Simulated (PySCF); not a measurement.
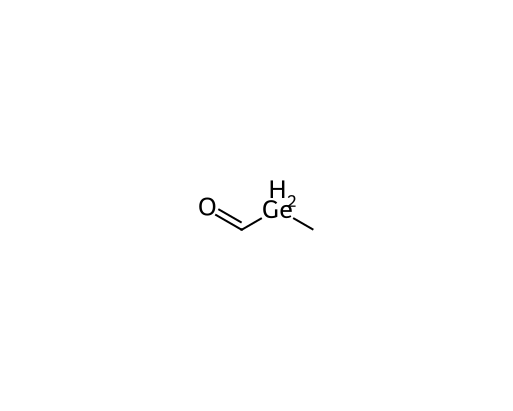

The drawing above gives the connectivity. The computed structure is the end point of a PBE0-D3(BJ)/def2-SVP optimisation. No frequency run is at hand to confirm it as a minimum.

What does the molecule look like in three dimensions?

The molecule is C2H6GeO. Its SMILES string is `[CH3][GeH2][CH]=O`. The point group is C1. Coordination: 1 C tetrahedral; 1 Ge tetrahedral; 1 C trigonal planar.

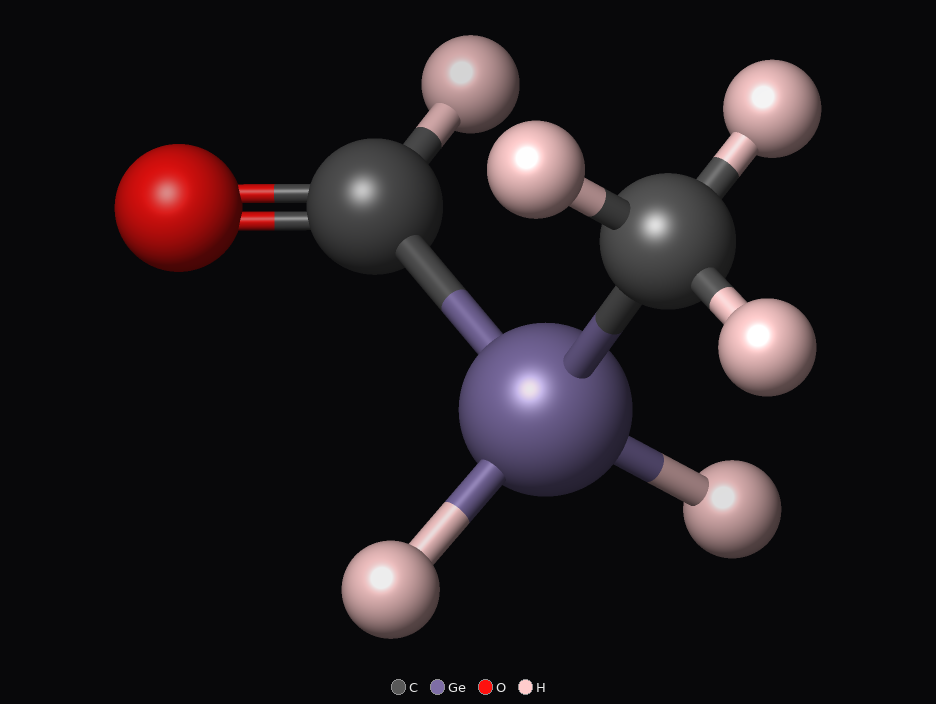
